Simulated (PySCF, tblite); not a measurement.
**C₂H₉B₂ClS: geometry, infrared bands and NMR shifts**

Aim: predict the infrared bands and NMR shifts of C₂H₉B₂ClS (`BC[S@@+](C)[BH2-]Cl`).

The runs use tblite 0.8.0 and PySCF 2.14.0, with density-fitted response routines of our own; the level of theory stands in each step. All values are computed, except where a source is named. Atoms count from 0, in the outputs and in this text.

**1. The starting structure**

15 atoms, charge 0, multiplicity 1; geometry from: force field or distance geometry start.

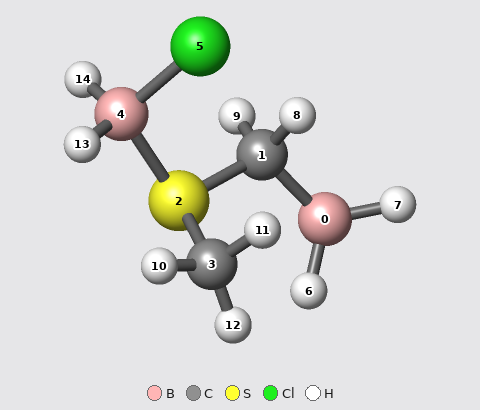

As it starts; boron pink, carbon grey, sulfur yellow, chlorine green, hydrogen white, atoms numbered; sticks join atoms by distance.

**2. Geometry optimisation with GFN2-xTB**

Job settings and geometry (Å):

```
{"job": {"kind": "relax", "xc": "GFN2-xTB", "basis": "xTB"}, "charge": 0, "multiplicity": 1}
B      2.377600    -0.419100    -0.445600
C      1.186600     0.610300    -0.283900
S     -0.332300     0.052300    -0.968000
C     -0.902300    -1.463100    -0.229400
B     -1.631800     1.311900    -0.462000
Cl    -1.324000     1.688000     1.310800
H      2.173800    -1.417400    -1.061900
H      3.227400    -0.526500     0.396300
H      1.054300     0.790300     0.799200
H      1.462900     1.551300    -0.779000
H     -2.007700    -1.481900    -0.355600
H     -0.727600    -1.373500     0.872600
H     -0.411300    -2.352800    -0.607800
H     -2.668700     0.772700    -0.565800
H     -1.481400     2.265500    -1.147500
```

Started as:

```console
OMP_NUM_THREADS=1 python probes_run.py task.json out
```

One launch serves the whole session: the jobs run in the order shown.

**Question.** This job is followed by: GFN2-xTB harmonic vibrations, gas phase; GIAO PBE0/pcSseg-1 NMR shielding, non-relativistic, gas phase. Predict these results of the whole session: strongest single infrared mode (GFN2-xTB); zero-point energy (GFN2-xTB); ¹³C shifts against TMS (PBE0/pcSseg-1); ¹H shifts against TMS (PBE0/pcSseg-1, means over atoms taken as alike); ¹¹B shifts against BF3·OEt2 (PBE0/pcSseg-1); ³³S shifts against CS2 (PBE0/pcSseg-1); ³⁵Cl shifts against HCl (PBE0/pcSseg-1).

**Answer**, as computed:

```
                                                              quantity                                   value
                             strongest single infrared mode (GFN2-xTB)                   1003 cm⁻¹, 205 km/mol
                                          zero-point energy (GFN2-xTB)                           68.0 kcal/mol
                                ¹³C shifts against TMS (PBE0/pcSseg-1)                          44.2, 21.4 ppm
¹H shifts against TMS (PBE0/pcSseg-1, means over atoms taken as alike)  7.88, 4.55, 3.38, 3.34, 2.55, 2.28 ppm
                           ¹¹B shifts against BF3·OEt2 (PBE0/pcSseg-1)                         87.7, -11.3 ppm
                                ³³S shifts against CS2 (PBE0/pcSseg-1)                                  -1 ppm
                               ³⁵Cl shifts against HCl (PBE0/pcSseg-1)                                 -78 ppm
```

The optimisation took 74 steps and gained 0.663 eV; among the close pairs (by a distance rule), S2–B4 changed most, from 1.879 to 1.999 Å. No mode is imaginary among the 39: a minimum at this level. The strongest single mode, at 1003 cm⁻¹, moves mainly H14 and H13. GFN2-xTB is a fitted tight-binding method: band positions and strengths are rough. Its intensities can rank the bands wrongly.
